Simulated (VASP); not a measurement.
Band structure of C (diamond). Level of theory: HSE06 screened hybrid, VASP's PBE PAW potentials (set 64) (plane waves; VASP).

The path is coarsely sampled, so an indirect gap can come out somewhat too large.

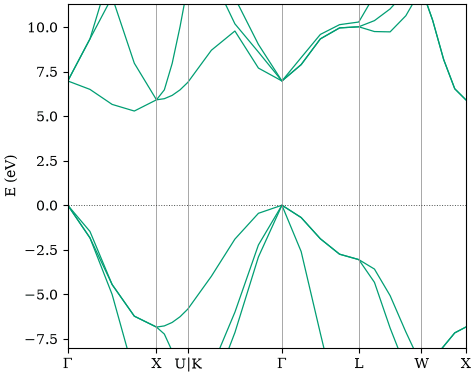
Fig. 1. Bands along high-symmetry lines, zero at the valence-band maximum or, without a gap, the Fermi level

### Question
Read the plot: is there a gap, and where are the band edges?

### Answer
The gap is indirect, 5.29 eV, from the valence maximum at Γ to the conduction minimum at Γ-X at 0.75.

The compound is C in the diamond structure. It was relaxed first. The cell's shape comes from a PBE relaxation.
